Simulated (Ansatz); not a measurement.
The figure comes from a scan of CsPbBr₃ (cubic perovskite): volume and axial ratio are varied about the relaxed values (subscript 0). Calculation: PBE (plane waves to 420 eV, PAW, scalar-relativistic; Ansatz, a quantum-chemistry and plane-wave program). k mesh 6×6×6 (Γ-centred), Fermi-Dirac smearing 0.05 eV. E stands for the smeared free energy. CsPbBr3 was relaxed with its symmetry unable to fall. Spin-orbit coupling is left out, though Pb is heavy. The PAW data are Ansatz's earlier set. This is a high-temperature form of CsPbBr3. The zero of ΔE is the relaxed starting cell.

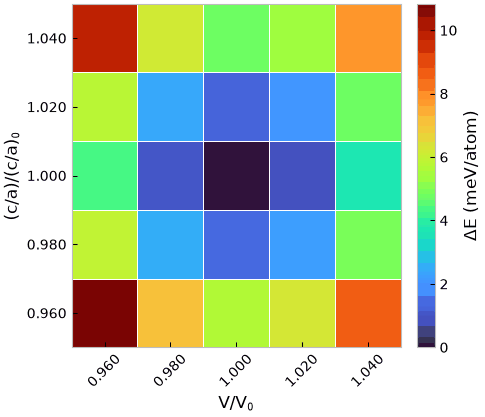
Figure: ΔE (meV/atom), one tile a computed point.

Read the plotted values off the figure, to the accuracy that the plot allows.

To the nearest 1:

ΔE (meV/atom), with V/V₀ across and (c/a)/(c/a)₀ down:

```tsv
(c/a)/(c/a)₀ \ V/V₀	0.960	0.980	1.000	1.020	1.040
0.960	11	7	6	6	9
0.980	6	2	1	2	5
1.000	4	1	0	1	4
1.020	6	2	1	2	5
1.040	10	6	5	5	8
```

(Under strain, the slope of the energy per volume gives the stress and its curvature an elastic modulus.)
